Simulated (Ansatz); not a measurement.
# The cluster B2Sb+: inputs that go wrong

2 inputs were typed for the cluster B2Sb+. Each is run as it stands; the log then has to tell whether the result can be used.

The runs use Ansatz 0.2.0, Gaussian basis; the settings change from run to run.

2 further runs of the same task are left out: 2 set aside as unsound or not needed. Runs told in other sessions of the task aren't counted.

### 1 The relaxed structure

The geometry comes from an earlier relaxation with PBE-D4 in a triple-zeta def2 set; it is a stationary point. Sb takes a core potential in def2 sets; no spin-orbit term is included.

3 atoms, charge 1, spin multiplicity 1.

Atoms are counted from 1 here; the program's logs count them from 0.

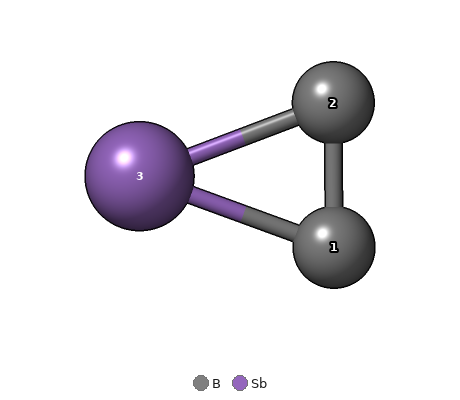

The structure; boron grey, antimony purple; atoms are numbered from 1 in the order of the file.

### 2 Try 1

in.yaml reads:

```yaml
crystal:
  periodic: [true, true, true]
  atoms:
    - {symbol: B, position_ang: [-0.269815, -0.985481, -0.012503]}
    - {symbol: B, position_ang: [1.008856, -0.158522, -0.035031]}
    - {symbol: Sb, position_ang: [-0.739041, 1.144002, 0.047545]}
basis:
  gaussian: {orbitals: def2-TZVPP}
total_charge: 1
hamiltonian: {xc: {name: wB97X-V}}
output: {forces: true}
```

The run is started by

```sh
$ ansatz run in.yaml --threads 4 --pin off --events-out ev --progress --plain --max-ram 3916MiB
```

The log of the run:

```text
Error: YAML parse error: error: line 2 column 3: crystal: missing field `lattice` (a structure is typed as `lattice` and `atoms`, a molecule's as `atoms` in Å alone, or read from a run's directory, `checkpoint`)
 --> <input>:2:3
  |
1 | crystal:
2 |   periodic: [true, true, true]
  |   ^ crystal: missing field `lattice` (a structure is typed as `lattice` and `atoms`, a molecule's as `atoms` in Å alone, or read from a run's directory, `checkpoint`)
3 |   atoms:
4 |     - {symbol: B, position_ang: [-0.269815, -0.985481, -0.012503]}
  |
```

It took 0.05 s on 4 threads of Arm Neoverse V2, shared host.

Diagnosis: The program refused the input. The molecule is marked periodic without a cell. Cure: set periodic to false, or give a lattice.

### 3 Try 2

in.yaml reads:

```yaml
crystal:
  periodic: [false, false, false]
  atoms:
    - {symbol: B, position_ang: [1.308856, 0.141478, 0.014969]}
    - {symbol: B, position_ang: [1.008856, -0.158522, -0.035031]}
    - {symbol: Sb, position_ang: [-0.739041, 1.144002, 0.047545]}
basis:
  gaussian: {orbitals: x2c-TZVPPall, nuclear_model: gaussian}
total_charge: 1
hamiltonian: {xc: {name: PBE0}}
correlation: {method: rpa, electrons: all}
scf: {lower_state_search: light}
```

Same command.

The log of the run, shortened:

```text
Functional definition: PBE0
  name "PBE0"
  cite "Adamo & Barone, J. Chem. Phys. 110, 6158 (1999) doi:10.1063/1.478522"
  cite "Perdew, Burke & Ernzerhof, Phys. Rev. Lett. 77, 3865 (1996) doi:10.1103/PhysRevLett.77.3865"
  parent pbe
[...]
957 factors; integrals over basis functions are off by at most 5.7e-4 eV
[...]
mean field -177538.65087567 eV, -6524.4250796613 hartree, gradient 2.2e-6 eV, S^2 0.000000; 3 other end points of the search recorded, 0 dependent functions left out; unrestricted orbitals would lower it
unrestricted determinant -177465.59892748 eV, -6521.7404700815 hartree, S^2 0.9363
reference -177464.49916032 eV, -6521.7000543837 hartree; 30, 30 occupied and 92, 92 virtual orbitals, 957 factors
Total energy: -177486.81174045 eV, -6522.5200265796 hartree
Relativity: scalar
```

It took 5.5 s on 4 threads of Arm Neoverse V2, shared host.

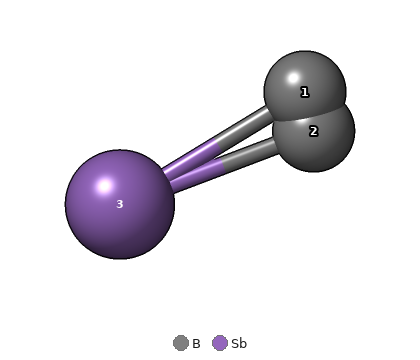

The geometry of this input.

Diagnosis: It ended without an error, which proves nothing about the input. One atom was put on top of another. The shortest distance is 0.43 Å (B1–B2), against 1.52 Å in the relaxed molecule. Its energy is no property of the relaxed molecule. To mend it, restore the atom's position.

### 4 How the tries ended

```csv
try,level,ended,cause,time
1,wB97X-V/def2-TZVPP,refused,the molecule is marked periodic without a cell,0.05 s
2,RPA/x2c-TZVPPall,converged,one atom was put on top of another,5.5 s
```

In words: 1 refused, 1 converged. A refusal costs next to no computing time. The dangerous case is the input that converges on a wrong geometry, charge, spin, basis or grid: often only a look at the input shows it.
